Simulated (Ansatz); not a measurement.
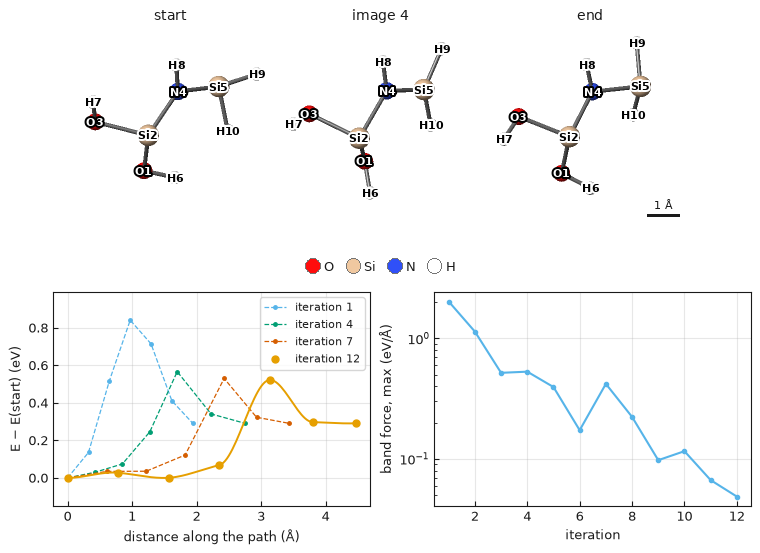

A search for the minimum-energy path of Si2NH5O2 by the nudged elastic band. Images are numbered from 0 (start) to 6 (end). The plot follows the band through its iterations. A ball-and-stick model, seen at a tilt.

Computed with Ansatz, RKS r2SCAN-D4/STO-3G. Run with 5 movable images; climbing image; force threshold 0.05 eV/Å; iteration limit 60; starting path by image-dependent pair potential.

### Judge this run.

The run is converged, with reservations. The band converged in 12 iterations. The largest component of the band force went from 2 to 0.049 eV/Å. The climbing image converged on the top of the path. Its vibrational analysis gives one imaginary mode (515i cm⁻¹), as a transition state must have. The first iteration put the highest image at 0.84 eV. The energy climbs by 0.52 eV to image 4 and then falls by 0.23 eV, so the end point sits at +0.29 eV. The profile has 2 maxima (images 1, 4) with a dip at image 2 (0.00 eV), so the process runs in steps.

Limits of the set-up: STO-3G is a minimal basis, so the numbers are rough.

Cost: 5.1 min on 1 thread of Arm Neoverse V1, with other jobs on the host, peak memory 0.12 GiB.
